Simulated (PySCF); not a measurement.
System: C5H10AsB.

```json
{"atom": "As", "x (Å)": "2.1923", "y (Å)": "0.3828", "z (Å)": "1.0741"}
{"atom": "B", "x (Å)": "1.5460", "y (Å)": "-0.2883", "z (Å)": "-0.6825"}
{"atom": "C", "x (Å)": "0.0166", "y (Å)": "-0.2126", "z (Å)": "-1.0938"}
{"atom": "C", "x (Å)": "-0.6900", "y (Å)": "1.0557", "z (Å)": "-0.7125"}
{"atom": "C", "x (Å)": "-1.3866", "y (Å)": "0.9339", "z (Å)": "0.4055"}
{"atom": "C", "x (Å)": "-1.2777", "y (Å)": "-0.4486", "z (Å)": "0.9755"}
{"atom": "C", "x (Å)": "-0.6878", "y (Å)": "-1.2622", "z (Å)": "-0.1843"}
{"atom": "H", "x (Å)": "3.4863", "y (Å)": "0.9251", "z (Å)": "0.5447"}
{"atom": "H", "x (Å)": "1.5610", "y (Å)": "1.7381", "z (Å)": "1.0024"}
{"atom": "H", "x (Å)": "2.2564", "y (Å)": "-0.9525", "z (Å)": "-1.3459"}
{"atom": "H", "x (Å)": "-0.1538", "y (Å)": "-0.4453", "z (Å)": "-2.1496"}
{"atom": "H", "x (Å)": "-0.5925", "y (Å)": "1.9477", "z (Å)": "-1.3097"}
{"atom": "H", "x (Å)": "-1.9547", "y (Å)": "1.7060", "z (Å)": "0.8960"}
{"atom": "H", "x (Å)": "-0.5965", "y (Å)": "-0.4378", "z (Å)": "1.8393"}
{"atom": "H", "x (Å)": "-2.2364", "y (Å)": "-0.8434", "z (Å)": "1.3150"}
{"atom": "H", "x (Å)": "-0.0034", "y (Å)": "-2.0393", "z (Å)": "0.1641"}
{"atom": "H", "x (Å)": "-1.4863", "y (Å)": "-1.7472", "z (Å)": "-0.7482"}
```

Geometry: GFN2-xTB.

Computed with PBE0/def2-SVPD, SCF density, gas phase in PySCF.

### What will maps of the electron density and electron localisation function show?

C–C (1.32 Å): ρ at the midpoint is about 2.3 e/Å³; the ELF peaks at about 0.90 between the atoms (a short, multiple covalent bond).
C–H (1.08 Å): ρ is about 2 e/Å³ halfway; the ELF climbs to about 1 towards the hydrogen, as it does in any bond to H; a covalent bond by its length.
C–C (1.50 Å): ρ is about 1.7 e/Å³ halfway; the ELF peaks at about 0.95 between the atoms; a covalent bond.

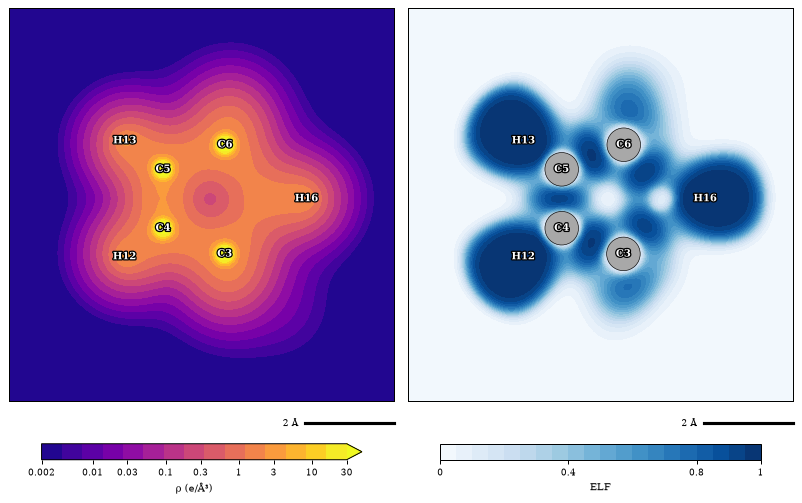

Computed electron density and electron localisation function on the plane of atoms C4, C5 and C6, in this order. Grey discs cover the atomic cores in the ELF map. 
